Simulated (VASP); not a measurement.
# A VASP study of Si2W (PBE + D3(BJ)): structure first, properties next, part 4 of 5

Wanted: the relaxed cell of Si2W and its properties. The start is a cell from a database of measured crystal structures.

VASP 6.6.1, plane waves and PAW; the level of theory is named at each step.

So far. Step 7 (Band structure (PBE + D3(BJ) + SOC)): There is no gap at this level. Step 8 (Volume scan with PBE + D3(BJ)): The pressure here is 17.36 GPa.

**9. Volume scan with PBE + D3(BJ) (run 2)**

Level of this step: PBE with D3(BJ); plane waves and PAW (Si, W) (VASP).

Input file INCAR:

```
SYSTEM = Si2W
PREC = Accurate
ENCUT = 400
EDIFF = 1E-06
NELM = 100
ISMEAR = 0
SIGMA = 0.05
LREAL = .FALSE.
ALGO = Normal
GGA = PE
IVDW = 12
NBANDS = 13
LASPH = .TRUE.
LORBIT = 11
LWAVE = .FALSE.
LCHARG = .FALSE.
KPAR = 2
ISIF = 2
```

Input file POSCAR:

```
Si2W
1.0
   -1.5741353243      1.5741353243      3.8420874315
    1.5741353243     -1.5741353243      3.8420874315
    1.5741353243      1.5741353243     -3.8420874315
Si W
2 1
Direct
    0.3343069257      0.3343069257      0.0000000000
    0.6656930743      0.6656930743      0.0000000000
    0.0000000000      0.0000000000      0.0000000000
```

Input file KPOINTS:

```
Automatic mesh
0
Gamma
10 10 10
0 0 0
```

PAW data sets: Si and W (PBE family, release 64).

On the command line:

```console
$ mpirun -np 2 vasp_std
```

Log:

```text
[... set-up lines as in an earlier step ...]
 entering main loop
       N       E                     dE             d eps       ncg     rms          rms(c)
DAV:   1     0.197843832020E+02    0.19784E+02   -0.52046E+03  2764   0.756E+02
DAV:   2    -0.237991480695E+02   -0.43584E+02   -0.40216E+02  3360   0.167E+02
DAV:   3    -0.255520640562E+02   -0.17529E+01   -0.17197E+01  3610   0.278E+01
DAV:   4    -0.255713736907E+02   -0.19310E-01   -0.19297E-01  3158   0.335E+00
DAV:   5    -0.255716564968E+02   -0.28281E-03   -0.28276E-03  3693   0.337E-01    0.288E+01
DAV:   6    -0.248663025900E+02    0.70535E+00   -0.18793E+00  3853   0.875E+00    0.126E+01
DAV:   7    -0.247517400911E+02    0.11456E+00   -0.16930E-01  3052   0.279E+00    0.562E+00
DAV:   8    -0.247321881775E+02    0.19552E-01   -0.28731E-02  3416   0.123E+00    0.529E-01
DAV:   9    -0.247318983476E+02    0.28983E-03   -0.15535E-03  3192   0.276E-01    0.284E-01
DAV:  10    -0.247318989071E+02   -0.55945E-06   -0.27355E-04  3383   0.103E-01    0.728E-02
DAV:  11    -0.247318849707E+02    0.13936E-04   -0.36257E-05  3236   0.434E-02    0.215E-02
DAV:  12    -0.247318850397E+02   -0.68973E-07   -0.10441E-06  2160   0.832E-03
   1 F= -.26558665E+02 E0= -.26558294E+02  d E =-.742409E-03
```

Run time: 22 s. Hardware: 2 MPI ranks of Intel Xeon Platinum 8488C (Sapphire Rapids), shared host; peak memory 0.38 GiB; 37 s of CPU time.

From OUTCAR (step 9):

```text
   ENCUT  =  400.0 eV  29.40 Ry    5.42 a.u.   7.24  7.24  7.24*2*pi/ulx,y,z

   NELECT =      14.0000    total number of electrons

 E-fermi :  11.3451

 k-point     1 :       0.0000    0.0000    0.0000
  band No.  band energies     occupation
    ...
      2       4.0955      2.00000
      3       7.6433      2.00000
      4       7.7240      2.00000
      5       8.3272      2.00000
      6       8.3272      2.00000
      7      12.0170      0.00000
      8      14.0856      0.00000
      9      14.5004      0.00000
     10      14.6644      0.00000
     11      14.6644      0.00000
    ...

 Edisp (eV)   -1.82678

  Total       2.47120     2.47120     2.85427     0.00000     0.00000     0.00000
  in kB     103.96966   103.96966   120.08657     0.00000     0.00000     0.00000
  external pressure =      109.34 kB  Pullay stress =        0.00 kB

 POSITION                                       TOTAL-FORCE (eV/Angst)
 -----------------------------------------------------------------------------------
      0.00000      0.00000      2.56887        -0.000000     -0.000000     -0.124435
      0.00000      0.00000      5.11530         0.000000      0.000000      0.124435
      0.00000      0.00000      0.00000        -0.000000     -0.000000     -0.000000
 -----------------------------------------------------------------------------------
    total drift:                                0.000000      0.000000      0.000000

  FREE ENERGIE OF THE ION-ELECTRON SYSTEM (eV)
  ---------------------------------------------------
  free  energy   TOTEN  =       -26.5586654699 eV

  energy  without entropy=      -26.5579230611  energy(sigma->0) =      -26.55829427

[... 3 parts as in an earlier step ...]

[... 13 further parts left out ...]
```

Numbers from this step:

```
free energy (TOTEN)     : -26.56 eV
energy at zero smearing : -26.56 eV
Fermi energy            : 11.35 eV
pressure                : 10.93 GPa
```

Force by atom:

```
atom  x (eV/Å)  y (eV/Å)  z (eV/Å)   size
 Si1     0.000     0.000    -0.124  0.124
 Si2     0.000     0.000     0.124  0.124
  W3     0.000     0.000     0.000  0.000
```

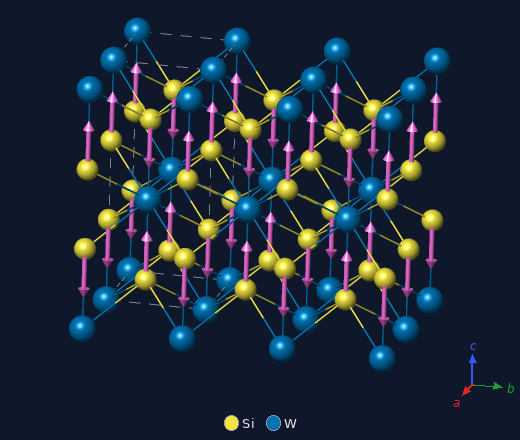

Force as arrows, the longest 0.124 eV/Å. 2×3×1 conventional cells are drawn. Some periodic images of atoms are drawn too.

The pressure falls from 17.36 to 10.93 GPa.

**10. Volume scan with PBE + D3(BJ) (run 3)**

INCAR is that of step 9.

Input file POSCAR:

```
Si2W
1.0
   -1.5849917731      1.5849917731      3.8685854236
    1.5849917731     -1.5849917731      3.8685854236
    1.5849917731      1.5849917731     -3.8685854236
Si W
2 1
Direct
    0.3343069257      0.3343069257      0.0000000000
    0.6656930743      0.6656930743      0.0000000000
    0.0000000000      0.0000000000      0.0000000000
```

KPOINTS is that of step 9.

On the command line:

```console
$ mpirun -np 2 vasp_std
```

Log:

```text
[... set-up lines as in an earlier step ...]
 entering main loop
       N       E                     dE             d eps       ncg     rms          rms(c)
DAV:   1     0.188517748340E+02    0.18852E+02   -0.51289E+03  2732   0.751E+02
DAV:   2    -0.238621099187E+02   -0.42714E+02   -0.39159E+02  3243   0.165E+02
DAV:   3    -0.256470976121E+02   -0.17850E+01   -0.17369E+01  3602   0.283E+01
DAV:   4    -0.256684682319E+02   -0.21371E-01   -0.21336E-01  3127   0.348E+00
[...]
DAV:  10    -0.248103917175E+02    0.27848E-05   -0.30307E-04  3382   0.109E-01    0.670E-02
DAV:  11    -0.248103771176E+02    0.14600E-04   -0.41149E-05  3270   0.463E-02    0.224E-02
DAV:  12    -0.248103772862E+02   -0.16859E-06   -0.12255E-06  2235   0.891E-03
   1 F= -.26598594E+02 E0= -.26598216E+02  d E =-.755288E-03
```

It took 22 s on 2 MPI ranks; peak memory 0.37 GiB; 37 s of CPU time.

OUTCAR, selected parts (step 10):

```text
 Edisp (eV)   -1.78822

  Total       1.19171     1.19171     1.37972     0.00000     0.00000     0.00000
  in kB      49.11527    49.11527    56.86388     0.00000     0.00000     0.00000
  external pressure =       51.70 kB  Pullay stress =        0.00 kB

 POSITION                                       TOTAL-FORCE (eV/Angst)
 -----------------------------------------------------------------------------------
      0.00000      0.00000      2.58659         0.000000      0.000000     -0.060327
      0.00000      0.00000      5.15058        -0.000000     -0.000000      0.060327
      0.00000      0.00000      0.00000         0.000000      0.000000      0.000000
 -----------------------------------------------------------------------------------
    total drift:                                0.000000      0.000000      0.000000

  FREE ENERGIE OF THE ION-ELECTRON SYSTEM (eV)
  ---------------------------------------------------
  free  energy   TOTEN  =       -26.5985937680 eV

  energy  without entropy=      -26.5978384803  energy(sigma->0) =      -26.59821612

[... 1 part as in an earlier step ...]

[... 2 further parts left out ...]
[key lines of the parts left out:]
E-fermi :  11.0657
```

The pressure falls from 10.93 to 5.17 GPa.

The run ends at a pressure of 5.17 GPa, with forces up to 0.060 eV/Å.

**11. Volume scan with PBE + D3(BJ) (run 4)**

INCAR is that of step 10.

Input file POSCAR:

```
Si2W
1.0
   -1.5957015018      1.5957015018      3.8947253072
    1.5957015018     -1.5957015018      3.8947253072
    1.5957015018      1.5957015018     -3.8947253072
Si W
2 1
Direct
    0.3343069257      0.3343069257      0.0000000000
    0.6656930743      0.6656930743      0.0000000000
    0.0000000000      0.0000000000      0.0000000000
```

KPOINTS is that of step 10.

On the command line:

```console
$ mpirun -np 2 vasp_std
```

Log:

```text
[... set-up lines as in an earlier step ...]
 entering main loop
       N       E                     dE             d eps       ncg     rms          rms(c)
DAV:   1     0.195043811602E+02    0.19504E+02   -0.51497E+03  2740   0.752E+02
DAV:   2    -0.238856368478E+02   -0.43390E+02   -0.39678E+02  3364   0.165E+02
DAV:   3    -0.257171747776E+02   -0.18315E+01   -0.17911E+01  3578   0.284E+01
DAV:   4    -0.257387797097E+02   -0.21605E-01   -0.21557E-01  3163   0.366E+00
[...]
DAV:  10    -0.248602679753E+02    0.57474E-05   -0.33679E-04  3317   0.115E-01    0.612E-02
DAV:  11    -0.248602522814E+02    0.15694E-04   -0.47328E-05  3392   0.497E-02    0.231E-02
DAV:  12    -0.248602525157E+02   -0.23427E-06   -0.15011E-06  2317   0.969E-03
   1 F= -.26611475E+02 E0= -.26611096E+02  d E =-.758019E-03
```

The job ended after 19 s (2 MPI ranks; peak memory 0.38 GiB; 33 s of CPU time).

From OUTCAR (step 11):

```text
 Edisp (eV)   -1.75122

  Total      -0.00210    -0.00210     0.00450     0.00000    -0.00000     0.00000
  in kB      -0.08466    -0.08466     0.18178     0.00000    -0.00000     0.00000
  external pressure =        0.00 kB  Pullay stress =        0.00 kB

 POSITION                                       TOTAL-FORCE (eV/Angst)
 -----------------------------------------------------------------------------------
      0.00000      0.00000      2.60407         0.000000     -0.000000      0.000076
      0.00000      0.00000      5.18538        -0.000000      0.000000     -0.000076
      0.00000      0.00000      0.00000        -0.000000     -0.000000      0.000000
 -----------------------------------------------------------------------------------
    total drift:                                0.000000      0.000000      0.000000

  FREE ENERGIE OF THE ION-ELECTRON SYSTEM (eV)
  ---------------------------------------------------
  free  energy   TOTEN  =       -26.6114746296 eV

  energy  without entropy=      -26.6107166107  energy(sigma->0) =      -26.61109562

[... 2 parts as in an earlier step ...]

[... 1 further part left out ...]
[key lines of the parts left out:]
E-fermi :  10.7961
```

The pressure falls from 5.17 to 0.00 GPa.

The run ends at a pressure of 0.00 GPa.

**12. Volume scan with PBE + D3(BJ) (run 5)**

INCAR is that of step 11.

Input file POSCAR:

```
Si2W
1.0
   -1.6062693694      1.6062693694      3.9205189417
    1.6062693694     -1.6062693694      3.9205189417
    1.6062693694      1.6062693694     -3.9205189417
Si W
2 1
Direct
    0.3343069257      0.3343069257      0.0000000000
    0.6656930743      0.6656930743      0.0000000000
    0.0000000000      0.0000000000      0.0000000000
```

KPOINTS is that of step 11.

On the command line:

```console
$ mpirun -np 2 vasp_std
```

Log:

```text
[... set-up lines as in an earlier step ...]
 entering main loop
       N       E                     dE             d eps       ncg     rms          rms(c)
DAV:   1     0.171962845598E+02    0.17196E+02   -0.51294E+03  2820   0.749E+02
DAV:   2    -0.240579733926E+02   -0.41254E+02   -0.37726E+02  3348   0.160E+02
DAV:   3    -0.257642527650E+02   -0.17063E+01   -0.16717E+01  3599   0.274E+01
DAV:   4    -0.257849415674E+02   -0.20689E-01   -0.20631E-01  3233   0.346E+00
[...]
DAV:  10    -0.248843781767E+02    0.69470E-05   -0.36503E-04  3302   0.120E-01    0.555E-02
DAV:  11    -0.248843616003E+02    0.16576E-04   -0.53615E-05  3455   0.528E-02    0.232E-02
DAV:  12    -0.248843619338E+02   -0.33349E-06   -0.18318E-06  2544   0.105E-02
   1 F= -.26600077E+02 E0= -.26599702E+02  d E =-.749017E-03
```

Wall time 20 s (2 MPI ranks); peak memory 0.38 GiB; 34 s of CPU time.

From OUTCAR (step 12):

```text
 Edisp (eV)   -1.71571

  Total      -1.11719    -1.11719    -1.27851     0.00000     0.00000     0.00000
  in kB     -44.23800   -44.23800   -50.62595     0.00000     0.00000     0.00000
  external pressure =      -46.37 kB  Pullay stress =        0.00 kB

 POSITION                                       TOTAL-FORCE (eV/Angst)
 -----------------------------------------------------------------------------------
      0.00000      0.00000      2.62131         0.000000      0.000000      0.056767
      0.00000      0.00000      5.21972        -0.000000     -0.000000     -0.056767
      0.00000      0.00000      0.00000        -0.000000     -0.000000     -0.000000
 -----------------------------------------------------------------------------------
    total drift:                                0.000000      0.000000      0.000000

  FREE ENERGIE OF THE ION-ELECTRON SYSTEM (eV)
  ---------------------------------------------------
  free  energy   TOTEN  =       -26.6000767120 eV

  energy  without entropy=      -26.5993276954  energy(sigma->0) =      -26.59970220

[... 1 part as in an earlier step ...]

[... 2 further parts left out ...]
[key lines of the parts left out:]
E-fermi :  10.5355
```

The pressure falls from 0.00 to -4.64 GPa.

The run ends at a pressure of -4.64 GPa, with forces up to 0.057 eV/Å.

**13. Volume scan with PBE + D3(BJ) (run 6)**

INCAR is that of step 12.

Input file POSCAR:

```
Si2W
1.0
   -1.6166999822      1.6166999822      3.9459775703
    1.6166999822     -1.6166999822      3.9459775703
    1.6166999822      1.6166999822     -3.9459775703
Si W
2 1
Direct
    0.3343069257      0.3343069257      0.0000000000
    0.6656930743      0.6656930743      0.0000000000
    0.0000000000      0.0000000000      0.0000000000
```

KPOINTS is that of step 12.

On the command line:

```console
$ mpirun -np 2 vasp_std
```

Log:

```text
[... set-up lines as in an earlier step ...]
 entering main loop
       N       E                     dE             d eps       ncg     rms          rms(c)
DAV:   1     0.182921236252E+02    0.18292E+02   -0.50962E+03  2764   0.747E+02
DAV:   2    -0.239095513719E+02   -0.42202E+02   -0.38382E+02  3276   0.162E+02
DAV:   3    -0.257871085378E+02   -0.18776E+01   -0.18433E+01  3696   0.288E+01
DAV:   4    -0.258092725387E+02   -0.22164E-01   -0.22133E-01  3089   0.361E+00
[...]
DAV:  10    -0.248853473294E+02    0.77924E-05   -0.39927E-04  3325   0.125E-01    0.508E-02
DAV:  11    -0.248853294587E+02    0.17871E-04   -0.61462E-05  3456   0.562E-02    0.236E-02
DAV:  12    -0.248853298809E+02   -0.42223E-06   -0.22577E-06  2821   0.114E-02
   1 F= -.26566934E+02 E0= -.26566569E+02  d E =-.730178E-03
```

The job ended after 34 s (2 MPI ranks; peak memory 0.37 GiB; 59 s of CPU time).

From OUTCAR (step 13):

```text
 Edisp (eV)   -1.68160

  Total      -2.15885    -2.15885    -2.47522     0.00000     0.00000     0.00000
  in kB     -83.84167   -83.84167   -96.12833     0.00000     0.00000     0.00000
  external pressure =      -87.94 kB  Pullay stress =        0.00 kB

 POSITION                                       TOTAL-FORCE (eV/Angst)
 -----------------------------------------------------------------------------------
      0.00000      0.00000      2.63834        -0.000000     -0.000000      0.109758
      0.00000      0.00000      5.25362         0.000000      0.000000     -0.109758
      0.00000      0.00000      0.00000         0.000000      0.000000      0.000000
 -----------------------------------------------------------------------------------
    total drift:                                0.000000      0.000000      0.000000

  FREE ENERGIE OF THE ION-ELECTRON SYSTEM (eV)
  ---------------------------------------------------
  free  energy   TOTEN  =       -26.5669339129 eV

  energy  without entropy=      -26.5662037350  energy(sigma->0) =      -26.56656882

[... 1 part as in an earlier step ...]

[... 2 further parts left out ...]
[key lines of the parts left out:]
E-fermi :  10.2832
```

The pressure falls from -4.64 to -8.79 GPa.

The run ends at a pressure of -8.79 GPa, with forces up to 0.11 eV/Å.

**14. Volume scan with PBE + D3(BJ) (run 7)**

A prediction first. A parabola through the 6 pressures of evenly scaled cells so far, P = -0.01 -245.6 t +564 t² GPa with t = ln(V/V₁) and V₁ the volume at scale 1, gives -12.41 GPa at t = +0.0583.

INCAR is that of step 13.

Input file POSCAR:

```
Si2W
1.0
   -1.6269977120      1.6269977120      3.9711118630
    1.6269977120     -1.6269977120      3.9711118630
    1.6269977120      1.6269977120     -3.9711118630
Si W
2 1
Direct
    0.3343069257      0.3343069257      0.0000000000
    0.6656930743      0.6656930743      0.0000000000
    0.0000000000      0.0000000000      0.0000000000
```

KPOINTS is that of step 13.

On the command line:

```console
$ mpirun -np 2 vasp_std
```

Log:

```text
[... set-up lines as in an earlier step ...]
 entering main loop
       N       E                     dE             d eps       ncg     rms          rms(c)
DAV:   1     0.166000481032E+02    0.16600E+02   -0.50728E+03  2756   0.745E+02
DAV:   2    -0.240565736045E+02   -0.40657E+02   -0.37321E+02  3394   0.158E+02
DAV:   3    -0.257895792391E+02   -0.17330E+01   -0.16866E+01  3579   0.274E+01
DAV:   4    -0.258138418039E+02   -0.24263E-01   -0.24088E-01  3266   0.362E+00
[...]
DAV:  10    -0.248654786376E+02    0.68698E-05   -0.43129E-04  3336   0.130E-01    0.461E-02
DAV:  11    -0.248654591917E+02    0.19446E-04   -0.70456E-05  3441   0.596E-02    0.238E-02
DAV:  12    -0.248654597401E+02   -0.54838E-06   -0.27548E-06  3093   0.124E-02
   1 F= -.26514276E+02 E0= -.26513924E+02  d E =-.704556E-03
```

It took 30 s on 2 MPI ranks; peak memory 0.38 GiB.

Parts of OUTCAR (step 14):

```text
 Edisp (eV)   -1.64882

  Total      -3.13217    -3.13217    -3.59115     0.00000     0.00000     0.00000
  in kB    -119.34660  -119.34660  -136.83524     0.00000     0.00000     0.00000
  external pressure =     -125.18 kB  Pullay stress =        0.00 kB

 POSITION                                       TOTAL-FORCE (eV/Angst)
 -----------------------------------------------------------------------------------
      0.00000      0.00000      2.65514         0.000000      0.000000      0.159421
      0.00000      0.00000      5.28708         0.000000      0.000000     -0.159421
      0.00000      0.00000      0.00000        -0.000000     -0.000000      0.000000
 -----------------------------------------------------------------------------------
    total drift:                                0.000000      0.000000      0.000000

  FREE ENERGIE OF THE ION-ELECTRON SYSTEM (eV)
  ---------------------------------------------------
  free  energy   TOTEN  =       -26.5142763591 eV

  energy  without entropy=      -26.5135718029  energy(sigma->0) =      -26.51392408

[... 1 part as in an earlier step ...]

[... 2 further parts left out ...]
[key lines of the parts left out:]
E-fermi :  10.0388
```

The pressure falls from -8.79 to -12.52 GPa. The parabola predicted -12.41 GPa, +0.11 GPa off.

**15. Side by side**

Times are for 2 MPI ranks of Intel Xeon Platinum 8488C (Sapphire Rapids), shared host. The series side by side:

```csv
no.,volume scale,energy above the lowest point (meV/atom),pressure (GPa),time,memory (GiB)
1,0.94,40.96,17.36,23 s,0.38
2,0.96,17.6,10.93,22 s,0.38
3,0.98,4.29,5.170,22 s,0.37
4,1,0,4.15e-4,19 s,0.38
5,1.02,3.8,-4.637,20 s,0.38
6,1.04,14.84,-8.794,34 s,0.37
7,1.06,32.39,-12.52,30 s,0.38
```

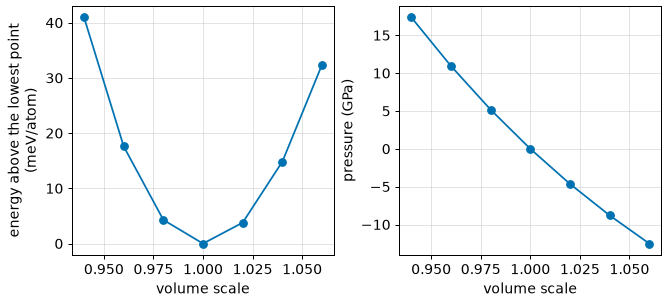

The series as plots.

**16. Fit for PBE + D3(BJ)**

This step: Birch-Murnaghan fit, PBE with D3(BJ); plane waves and PAW (VASP 6.6.1).

Derived from the runs above.

This step gave:

```yaml
pressure_derivative_of_the_bulk_modulus: 4.444
r_m_s_error_of_the_fit: 1.47e-6 eV/atom
minimum_inside_the_sampled_range: yes
bulk_modulus: 244.4 GPa
equilibrium_volume_of_the_fit: 13.23 Å³/atom
```

Energy above the fitted minimum against volume:

```
volume (Å³/atom)  energy above the fitted minimum (eV/atom)
          12.429                                     0.0410
          12.694                                     0.0176
          12.958                                    0.00429
          13.223                                    -2.2e-6
          13.487                                    0.00380
          13.752                                     0.0148
          14.016                                     0.0324
```

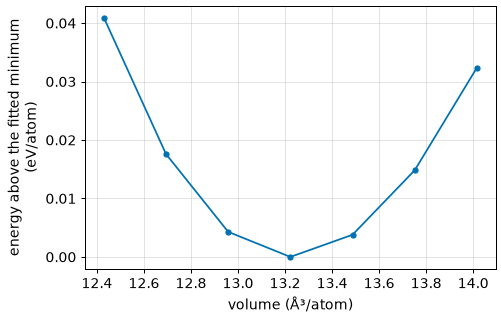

Energy above the fitted minimum against volume.

The fitted volume lies +0.03 % from the relaxed one. The atoms bear forces along the scan, since they were held; freeing them would lower the modulus.

(Continued in part 5 of 5.)

[Lines on the potential files, build, host, timing and source positions are cut from VASP's logs without a mark.]

[Logs are printed without paths, hosts, clocks, repeated set-up lines and the standing remarks that a program may print on its own settings, such as how far it seeks lower states.]

[Hosts, paths, dates, database ids (printed as entryN), source tags and the programs' standing remarks are cut or masked in the printed files.]

[Measured values are set beside computed ones only where the two were judged alike; some that the calculation misses by far are left out.]
